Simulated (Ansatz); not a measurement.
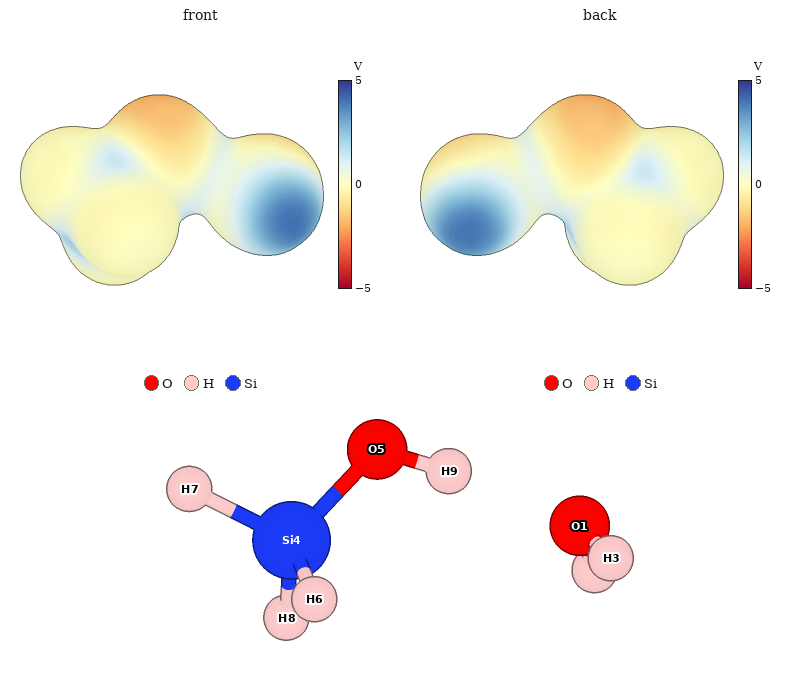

H₂O···H₄OSi (SMILES O.[SiH3]O). The molecular electrostatic potential painted on the density surface at 0.004 e/bohr³, seen from the front and from behind; the colour scale runs from red (negative) to blue (positive). The bare structure is drawn below in the same view.

Geometry: PBE0-D4/def2-TZVP.

The calculation used RKS PBE0-D4/def2-TZVPPD (Ansatz).

```yaml
atoms:
  - { symbol: O, position_ang: [0.1466, -0.0488, -2.2092] }
  - { symbol: H, position_ang: [-0.7520, 0.0339, -2.5372] }
  - { symbol: H, position_ang: [0.4295, -0.9400, -2.4275] }
  - { symbol: Si, position_ang: [-0.0839, 0.0558, 1.5455] }
  - { symbol: O, position_ang: [0.6957, 0.8926, 0.3769] }
  - { symbol: H, position_ang: [0.2785, -1.3923, 1.5417] }
  - { symbol: H, position_ang: [0.3096, 0.6493, 2.8460] }
  - { symbol: H, position_ang: [-1.5678, 0.1345, 1.4044] }
  - { symbol: H, position_ang: [0.5439, 0.6148, -0.5406] }
```

### Where is the surface potential most negative and most positive?

The most negative region (about −1.9 V, or −44 kcal/mol for a unit charge) lies over O5, the most positive (about +4.0 V, or +92 kcal/mol for a unit charge) over H2 and H3. O5 is the likeliest acceptor of a hydrogen bond.
